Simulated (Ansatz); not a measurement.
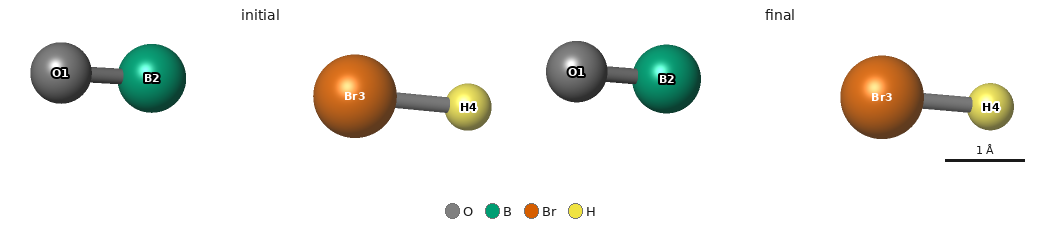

The structure of BHOBr (charge −1) before (left) and after (right) a relaxation, at one scale.

The picture is a ball-and-stick view, seen at a tilt.

It is one of the separated reactants of a reaction.

Computed with RKS PBE0-D4/def2-TZVPD (Ansatz). Settings: force threshold 0.005 eV/Å; at most 200 steps.

### What changed between the two?

The energy falls by 0.73 kcal/mol in 5 accepted moves (7 points after the start). Largest force component: 0.78 eV/Å at the start, 0.0027 eV/Å at the end. The line search rejected the trial steps at points 2, 6 of the run. The atom that moves furthest after the best rigid fit is Br3 (0.097 Å). By element the largest moves are Br 0.097 Å, B 0.073 Å, O 0.060 Å, H 0.034 Å. Some distances before and after: B2–Br3 2.782 → 2.951 Å, Br3–H4 1.546 → 1.482 Å, O1–B2 1.242 → 1.229 Å. Cost: 42 s on 2 threads of Intel Xeon @ 2.50GHz, on a shared host.

Limits of the set-up: the start holds two separate molecules, 2.8 Å apart at their closest, whose relative position is a soft coordinate.
